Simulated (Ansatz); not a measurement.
## C4H4Si (SMILES C#C[SiH2]C#C): the energy, rung by rung

The species is C4H4Si (9 atoms), meant as a singlet with charge 0. As SMILES, `C#C[SiH2]C#C`. Geometry: optimised at B3LYP/def2-SVP.

```tsv
atom	x (Å)	y (Å)	z (Å)
C	2.0114	-0.0735	1.7100
C	1.2604	-0.3225	0.7852
Si	0.1394	-0.7140	-0.6164
C	-1.2686	0.4650	-0.6567
C	-2.2068	1.2394	-0.6943
H	2.6732	0.1485	2.5278
H	0.8975	-0.6168	-1.8927
H	-0.3835	-2.0973	-0.4548
H	-3.0346	1.9248	-0.7252
```

Quantity: the dissociation energy of the C2–C1 bond into doublet C3H3Si and doublet CH (shapes relaxed at B3LYP/def2-SVP, no zero-point term), in eV. The values are calculated.

| level | kind | program | value (eV) | CPU time (all runs) |
| --- | --- | --- | --- | --- |
| HF/def2-SVP | Hartree–Fock | Ansatz | 8.14 | 4.5 s |
| PBE/def2-SVP | GGA | Ansatz | 10.87 | 5 s |
| B3LYP/def2-SVP | global hybrid | Ansatz | 10.44 | 7 s |
| MP2/def2-SVP | perturbation theory | Ansatz | 11.40 | 4.2 s |
| CCSD(T)/def2-SVP | coupled cluster or CI | Ansatz | 10.49 | 12 s |

The values span 8.14 to 11.40 eV. Spin contamination of the reference (⟨S²⟩ at least 0.1 too high) touches HF/def2-SVP, PBE/def2-SVP, B3LYP/def2-SVP, MP2/def2-SVP, CCSD(T)/def2-SVP. Hartree–Fock misses the correlation of the electron pair that is broken and comes out low. Measured bond enthalpies also hold zero-point and thermal terms, a few tenths of an eV less. The coupled-cluster rows rest on a doubtful reference here (large T1 or Brueckner and Hartree–Fock orbitals at odds), and rows may lie in different states. Times are those of the runs behind each value, whatever else they computed, on shared processors of several kinds: orders of magnitude only.

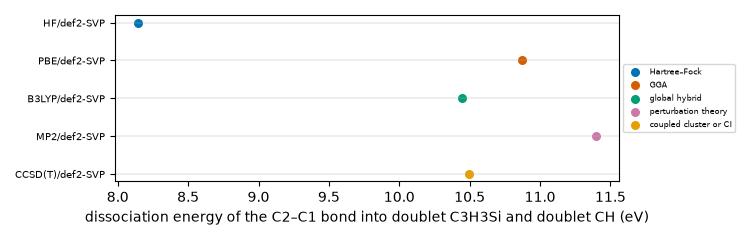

The values of the table, level by level.
